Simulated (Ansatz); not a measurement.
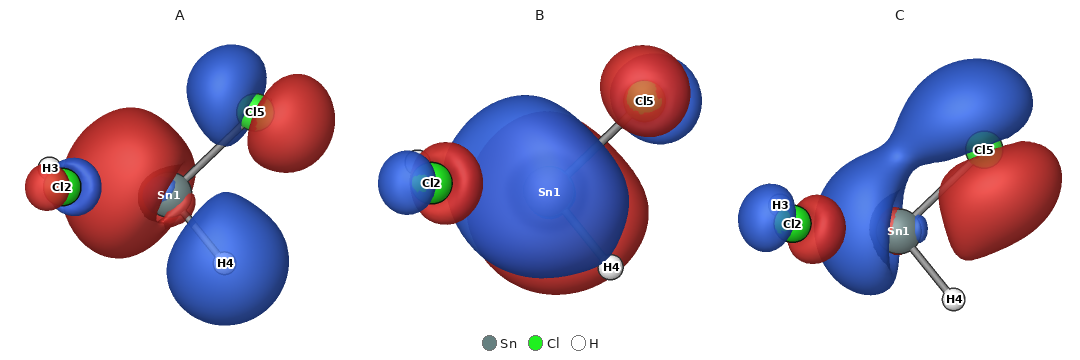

Figure. ClHSn···HCl. Three frontier orbitals at ±0.08 Å⁻³ᐟ² (red and blue are the two phases), in no order.

Core potentials replace the inner electrons of Sn; not at a stationary point (largest force 1.0 eV/Å).

Theory: Ansatz 0.2.0, RKS LDA/def2-SVP.

```yaml
atoms:
  - { symbol: Sn, position_ang: [-0.0105, 0.0436, -0.7996] }
  - { symbol: Cl, position_ang: [1.9528, 0.1564, 2.2176] }
  - { symbol: H, position_ang: [2.3282, -0.1598, 0.9690] }
  - { symbol: H, position_ang: [-1.3139, 1.2369, -0.5048] }
  - { symbol: Cl, position_ang: [-1.4797, -1.8239, -0.8370] }
```

Order the three orbitals by energy and name them.

C is the HOMO−1 (−7.48 eV). By Hirshfeld shares it lies mainly on Cl5 (about 75 %) and Sn1 (about 20 %). A is the HOMO (−5.98 eV). Its weight (Hirshfeld) is mainly on Sn1 (about 45 %), Cl5 (about 25 %) and H4 (about 25 %). B is the LUMO (−3.82 eV). It lies mainly on Sn1 (about 80 %) and Cl5 (about 10 %).

What is the HOMO–LUMO gap?

2.16 eV between the orbital energies.
